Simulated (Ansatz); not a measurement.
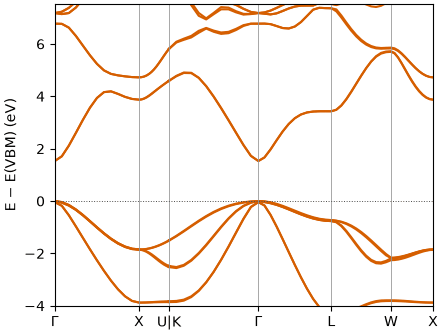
*Band structure from r²SCAN with spin–orbit coupling in the plane-wave PAW code Ansatz*

### Question
Read off the gap and where the band edges lie.

### Answer
About 1.5 eV (1.53 eV by a search for the band edges); maximum at Γ, minimum at Γ.

The material is CdS (zinc blende, F-43m).

Symmetry was held in the r²SCAN relaxation; phonons on a q-mesh show no instability.

Potentials: the later of the program's two PAW sets.
